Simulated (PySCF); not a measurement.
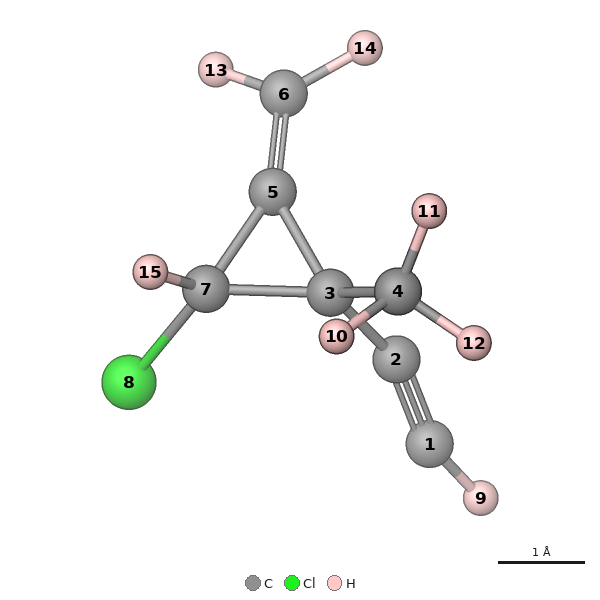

Orthographic view. Atoms fade into the background with distance from the viewer. Geometry: a frame of a GFN2-xTB molecular-dynamics simulation, not a minimum.

Write a MOL file (V2000) with the atoms in numerical order, bonds sorted by atom number with the orders drawn, and coordinates in the frame of the picture: x right, y up, z towards the viewer, origin at the mean position.

```
C7H7Cl
                    3D

 15 15  0  0  0  0  0  0  0  0999 V2000
    1.2000   -1.9700   -1.2600 C   0  0  0  0  0  0  0  0  0  0  0  0
    0.8200   -0.9900   -0.6600 C   0  0  0  0  0  0  0  0  0  0  0  0
    0.0500   -0.2100    0.2400 C   0  0  1  0  0  0  0  0  0  0  0  0
    0.8300   -0.1900    1.6300 C   0  0  0  0  0  0  0  0  0  0  0  0
   -0.6300    0.9700   -0.4300 C   0  0  0  0  0  0  0  0  0  0  0  0
   -0.5000    2.1200   -1.0000 C   0  0  0  0  0  0  0  0  0  0  0  0
   -1.4000   -0.1600    0.1600 C   0  0  1  0  0  0  0  0  0  0  0  0
   -2.3100   -1.2500   -1.0000 Cl  0  0  0  0  0  0  0  0  0  0  0  0
    1.8000   -2.6100   -1.8700 H   0  0  0  0  0  0  0  0  0  0  0  0
    0.1200   -0.7200    2.3200 H   0  0  0  0  0  0  0  0  0  0  0  0
    1.2000    0.7400    2.0300 H   0  0  0  0  0  0  0  0  0  0  0  0
    1.7200   -0.8000    1.6300 H   0  0  0  0  0  0  0  0  0  0  0  0
   -1.2900    2.4000   -1.6000 H   0  0  0  0  0  0  0  0  0  0  0  0
    0.4500    2.6500   -1.1700 H   0  0  0  0  0  0  0  0  0  0  0  0
   -2.0600    0.0300    0.9800 H   0  0  0  0  0  0  0  0  0  0  0  0
  1  2  3  0
  1  9  1  0
  2  3  1  0
  3  4  1  0
  3  5  1  0
  3  7  1  0
  4 10  1  0
  4 11  1  0
  4 12  1  0
  5  6  2  0
  5  7  1  0
  6 13  1  0
  6 14  1  0
  7  8  1  0
  7 15  1  0
M  END
```
